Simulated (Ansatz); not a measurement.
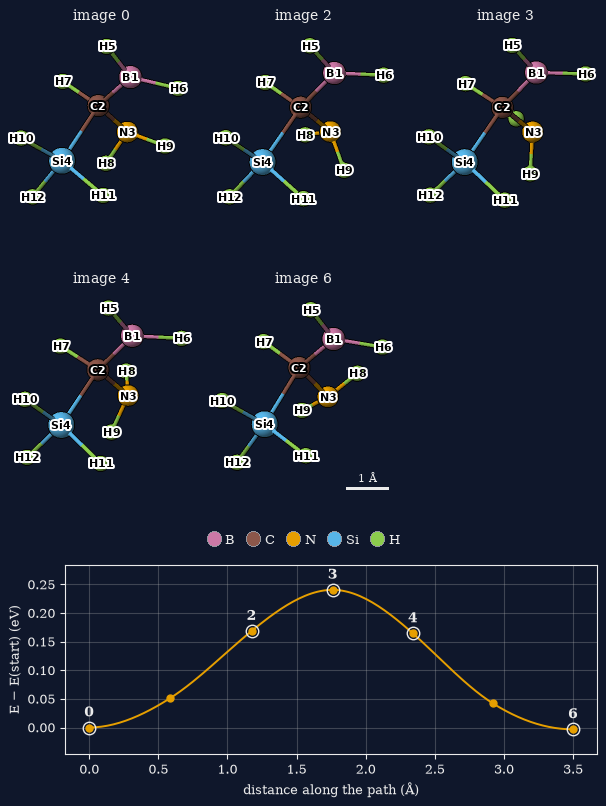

NEB run on CH8BNSi. Images are numbered from 0 (start) to 6 (end). The picture is a ball-and-stick view, seen from a free direction.

Level of theory: Ansatz, RKS B3LYP/def2-SVP. Settings: 5 movable images; climbing image; force threshold 0.05 eV/Å; iteration limit 60; starting path through a guess of the saddle point.

> Describe the mechanism and the energy profile.

The motion is a rotation about the C2–N3 bond by about 155°. No bond forms or breaks between the ends. Among the angles between lasting bonds that change up to the highest image: B1–C2–Si4 96.5° → 106.0°, B1–C2–H7 113.3° → 109.3°. Forward barrier 0.241 eV, backward barrier 0.244 eV, with image 3 at the top; the reaction energy is −0.003 eV. The band converged in 15 iterations, with a climbing image at the top. At the top, the vibrational analysis gives one imaginary mode (343i cm⁻¹), as a transition state must have.

Cost: 3 min on 2 threads of Arm Neoverse V1, with other jobs on the host, peak memory 0.21 GiB.
